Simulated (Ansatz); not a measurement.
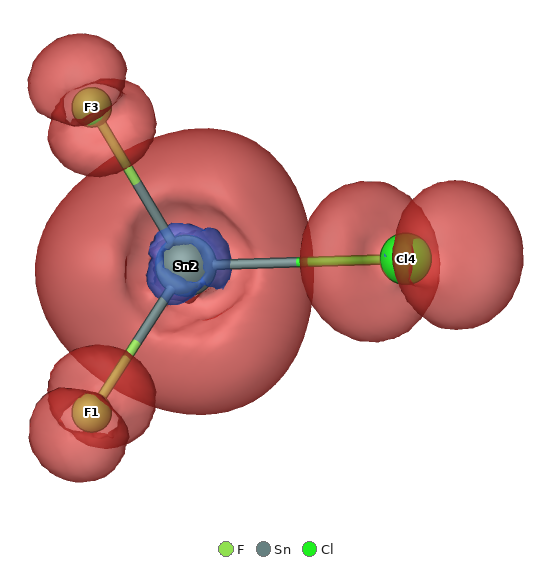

ClF2Sn (SMILES [F][Sn]([F])[Cl]) (doublet). Isosurfaces of the spin density at +0.02 (red) and −0.02 e/Å³ (blue), seen at a tilt.

Geometry: PBE0-D4/def2-TZVP; core potentials replace the inner electrons of Sn.

Method: Ansatz 0.2.0, UKS PBE0-D4/def2-TZVPP.

**Describe the spin distribution.**

The unpaired spin (1 electron) lies mostly on Cl4 (about 0.2), F1 (about 0.1) and F3 (about 0.1), in electrons by Hirshfeld's partition.
